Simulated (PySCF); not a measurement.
## A study: [FeF4]- (F4Fe, charge −1, sextet)

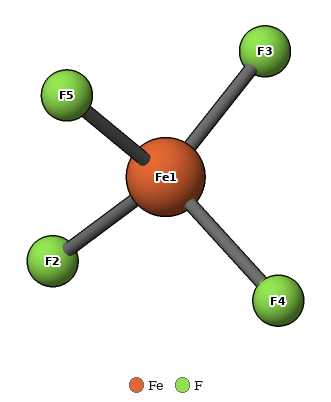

The molecule, with its atoms numbered as below. No frequency check shows the geometry to be a minimum.

Coordinates in Å:

```
Fe1     -0.0001    0.0009    0.0005
F2      -1.1191   -1.1135   -1.1112
F3       1.1193    1.1121   -1.1113
F4       1.1157   -1.1170    1.1106
F5      -1.1155    1.1159    1.1104
```

Part 1: Bonding charge

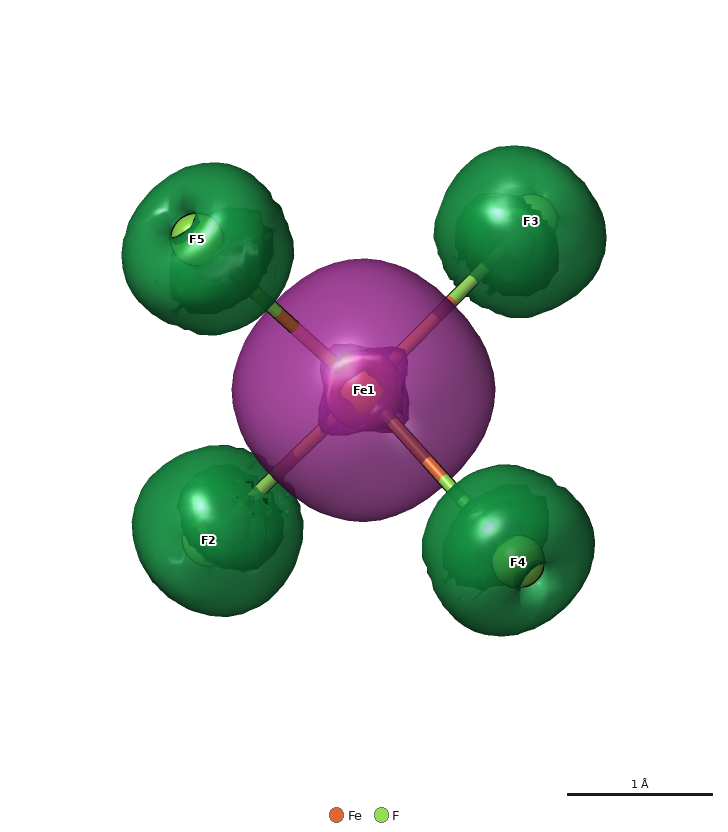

Deformation density (molecule less spherical, spin-averaged free atoms at the same positions), surfaces at ±0.15 e/Å³; green: gain, purple: loss.

Computed with PySCF, B3LYP/def2-SVPD, geometry: GFN2-xTB. This is a single-reference result, which may miss multireference character in this system. The stability of the open-shell solution wasn't checked. GFN2-xTB doesn't know the spin state, so this open-shell geometry is rough.

Question: How much density has each bond gained at its critical point, relative to the free atoms?

Answer: Fe1–F5, Fe1–F3, Fe1–F4 and Fe1–F2: −0.02 e/Å³ at the bond critical point (bond length 1.93 Å); up to 0.6 Å beside the axis the gain reaches +0.16 e/Å³. In all, 2.1 electrons gather in the regions of gain relative to the promolecule of neutral atoms (this includes the anion's extra charge). A small or negative value marks a very polar bond, one between electron-rich atoms, whose free-atom densities already overlap strongly, a long bond to a heavier atom, or a closed-shell contact such as a hydrogen bond.

Part 2: Local ionisation energy

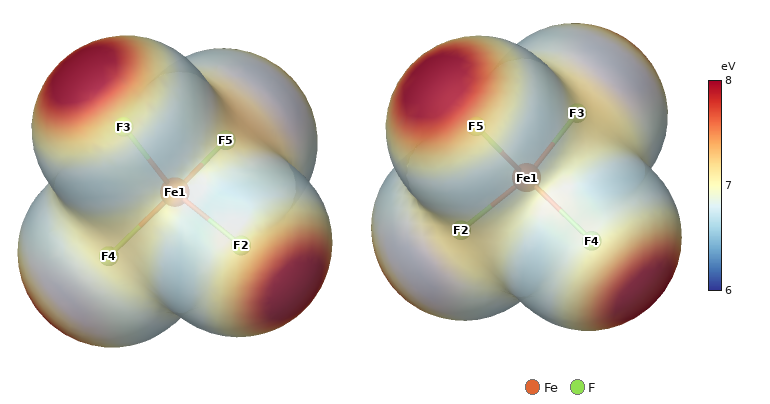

Average local ionisation energy on the surface of electron density 0.001 a.u. (back view left, front view right).

Question: Locate the minima of the map.

Answer: The lowest value is 6.7 eV, 1.8 Å from F2, and at like points elsewhere. For comparison, the highest occupied orbital lies at −5.2 eV.

Part 3: Spin density

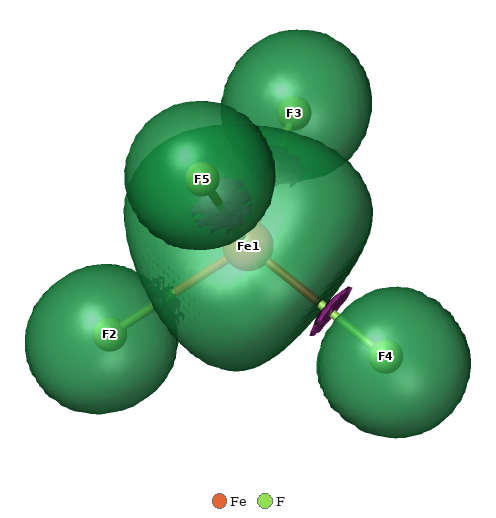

Spin density ρα − ρβ at ±0.01 e/Å³ (green: excess α, purple: excess β).

Question: How is the spin shared among the atoms?

Answer: Hirshfeld spin populations: Fe1 +4.18 and F2, F3, F4 and F5 +0.20. ⟨S²⟩ = 8.76, against 8.75 for a pure state.

Part 4: In an electric field

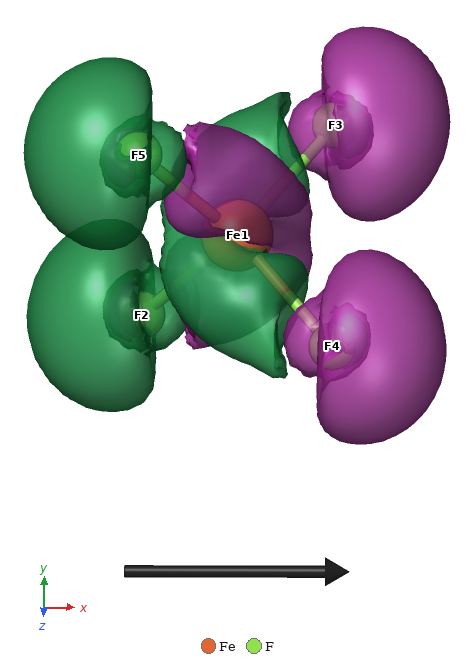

Change of the electron density in a uniform field of 0.15 V/Å along +x (arrow), surfaces at ±0.0006 e/Å³ (green: gain, purple: loss).

Level of theory: B3LYP/def2-TZVP (PySCF), at a geometry from GFN2-xTB. This is a single-reference result, which may miss multireference character in this system. For an anion such functionals hold the outermost electrons too loosely, so the response is rough. The stability of the open-shell solution wasn't checked. The basis has no diffuse functions, which an anion needs. GFN2-xTB doesn't know the spin state, so this open-shell geometry is rough.

Question: How large is the response?

Answer: The induced dipole is 0.27 D (along the field); α along this axis, from the fields in both directions, is 35 bohr³ (5.2 Å³).

Question: Which atoms gain and lose the most charge?

Answer: Electrons gather most on F2 and F5 alike (Hirshfeld charge changes by −0.007 e) and leave F3 and F4 alike most (+0.007 e); 0.025 electrons are displaced in all.

The PySCF runs shown took 6.4 min and 2.2 min on 1 thread of Arm Neoverse V1 (shared host).
